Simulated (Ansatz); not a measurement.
Consider C₈H₁₄O (SMILES CC(=O)CCC=C(C)C).

Input file:

```
crystal:
  periodic: [false, false, false]
  atoms:
    - {symbol: C, position_ang: [0.385142, 0.845938, -3.473117]}
    - {symbol: C, position_ang: [-0.554090, 0.720010, -2.303982]}
    - {symbol: O, position_ang: [-1.603246, 0.131293, -2.392982]}
    - {symbol: C, position_ang: [-0.109449, 1.382321, -1.019979]}
    - {symbol: C, position_ang: [-0.896077, 0.951356, 0.211733]}
    - {symbol: C, position_ang: [-0.637397, -0.472170, 0.584885]}
    - {symbol: C, position_ang: [0.050626, -0.928520, 1.632480]}
    - {symbol: C, position_ang: [0.220247, -2.399909, 1.853239]}
    - {symbol: C, position_ang: [0.702365, -0.068494, 2.669234]}
    - {symbol: H, position_ang: [0.773031, 1.863766, -3.561642]}
    - {symbol: H, position_ang: [1.245883, 0.190656, -3.305604]}
    - {symbol: H, position_ang: [-0.115460, 0.548541, -4.392863]}
    - {symbol: H, position_ang: [-0.213721, 2.463478, -1.186140]}
    - {symbol: H, position_ang: [0.963595, 1.208337, -0.883738]}
    - {symbol: H, position_ang: [-1.961601, 1.074061, -0.005699]}
    - {symbol: H, position_ang: [-0.658333, 1.626389, 1.035595]}
    - {symbol: H, position_ang: [-1.058754, -1.205029, -0.099099]}
    - {symbol: H, position_ang: [-0.269011, -2.983874, 1.072606]}
    - {symbol: H, position_ang: [1.280993, -2.673710, 1.875324]}
    - {symbol: H, position_ang: [-0.197791, -2.700923, 2.820324]}
    - {symbol: H, position_ang: [0.299131, -0.293140, 3.662685]}
    - {symbol: H, position_ang: [1.776383, -0.278504, 2.718470]}
    - {symbol: H, position_ang: [0.577545, 0.998095, 2.488291]}
basis:
  gaussian: {orbitals: def2-TZVPP}
hamiltonian: {xc: pbe0, dispersion: d4}
output: {orbitals: {seedname: orbitals}}
```

Launched as:

```sh
ansatz run in.yaml --threads 4 --pin off --events-out ev --progress --plain --max-ram 46080MiB --backend cuda --devices 0, --max-vram 37GiB
```

Geometry: PBE0-D4/def2-TZVP.

Computed with Ansatz, RKS PBE0-D4/def2-TZVPP.

What can the converged electron density and electron localisation function tell about the bonding?

Answer. C–C (1.33 Å): ρ at the midpoint is about 2.4 e/Å³; the ELF peaks at about 0.90 between the atoms (a multiple bond).
C–H (1.09 Å): ρ is about 2 e/Å³ halfway; the ELF climbs to about 1 towards the hydrogen, as it does in any bond to H: a covalent bond by its length.
C–C (1.49 Å): ρ is about 1.8 e/Å³ halfway; the ELF peaks at about 0.95 between the atoms; a covalent bond.

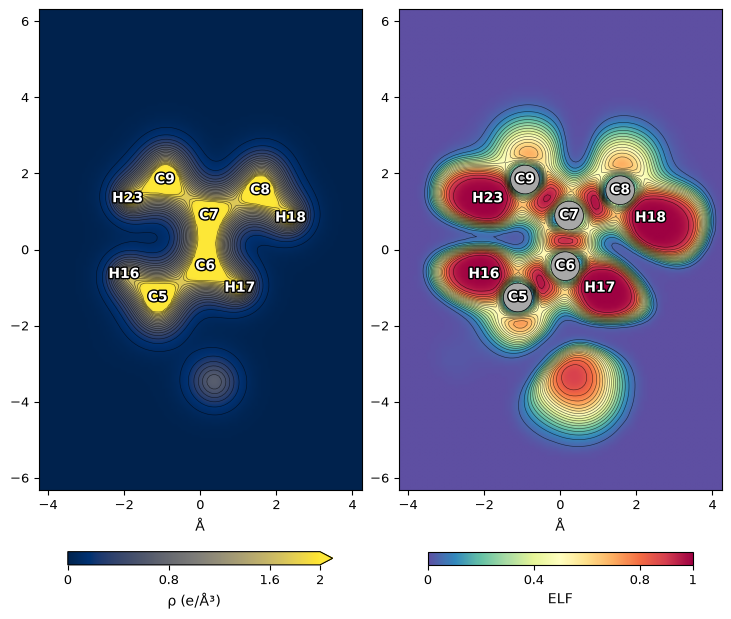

Computed electron density and electron localisation function on the plane of atoms C8, C7 and C9, in this order. Grey discs cover the atomic cores in the ELF map. 
